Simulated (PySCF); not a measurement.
```xyz
22

C    -2.2860   -1.1623   -0.5501
C    -1.3564   -0.1108    0.0439
C    -1.4634    1.2149   -0.7006
C     0.0922   -0.6333    0.1235
C     1.0391    0.3177    0.8125
C     2.1668    0.7123    0.2039
C     2.4910    0.1873   -1.1701
Si    1.0213   -0.9682   -1.5192
H    -2.0352   -1.3627   -1.6052
H    -3.3356   -0.8313   -0.5178
H    -2.2158   -2.1155   -0.0031
H    -1.6836    0.0705    1.0861
H    -0.7991    1.9760   -0.2642
H    -2.4934    1.6025   -0.6678
H    -1.1889    1.1005   -1.7623
H     0.0604   -1.5793    0.6967
H     0.7828    0.6859    1.8140
H     2.8567    1.4071    0.6969
H     3.4561   -0.3478   -1.1808
H     2.5885    1.0044   -1.9057
H     0.2657   -0.6026   -2.7572
H     1.4322   -2.4006   -1.6498
```

Geometry: PBE0-D3(BJ)/def2-SVP.

Level of theory: PBE0/pcSseg-1, SCF density, gas phase, non-relativistic (PySCF).

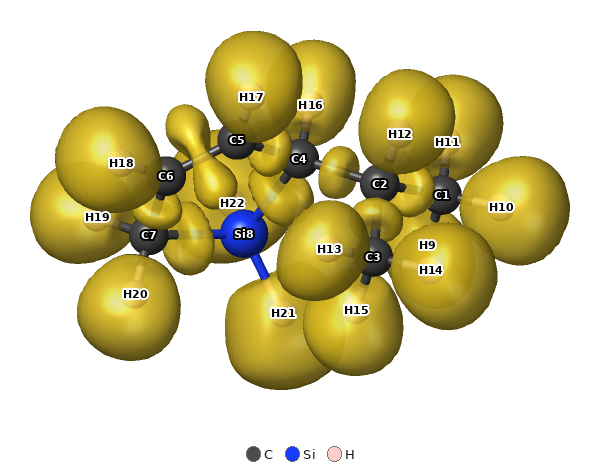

C7H14Si. Isosurface of the ELF at 0.8 (yellow), seen from one side. Only the valence region is drawn (cores and ρ < 0.01 e/Å³ removed).

Question: Where are the electrons localised?

Answer: At this value the surface marks out six regions between bonded C–C atoms (shared pairs), two regions between bonded C–Si atoms (shared pairs) and 14 regions around hydrogen nuclei.

Values along the shortest contacts:
C–C (1.34 Å): the ELF peaks at about 0.95 between the atoms: a multiple bond. C–Si (1.90 Å): the ELF peaks at about 0.95 between the atoms (a covalent bond).
